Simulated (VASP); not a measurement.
Band structure of V (bcc). Calculation: PBE GGA with D4 dispersion, VASP's PBE PAW potentials (set 64) (plane waves; VASP).

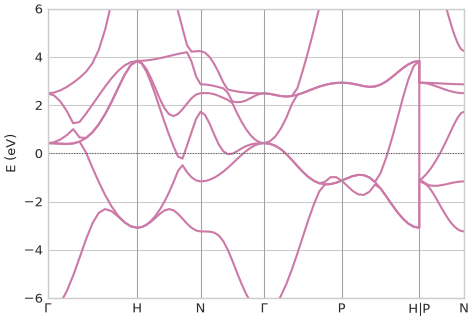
Fig. 1. Bands along high-symmetry lines, zero at the valence-band maximum or, without a gap, the Fermi level

Question: Read the plot: is there a gap, and where are the band edges?

Answer: It has no gap at this level: it comes out as a metal or semimetal. (Edges off the drawn lines would not show.)

The compound is V in the bcc structure. It was relaxed first, which changed the volume by -5 %. The run is not spin-polarised, so no magnetic state was tried.
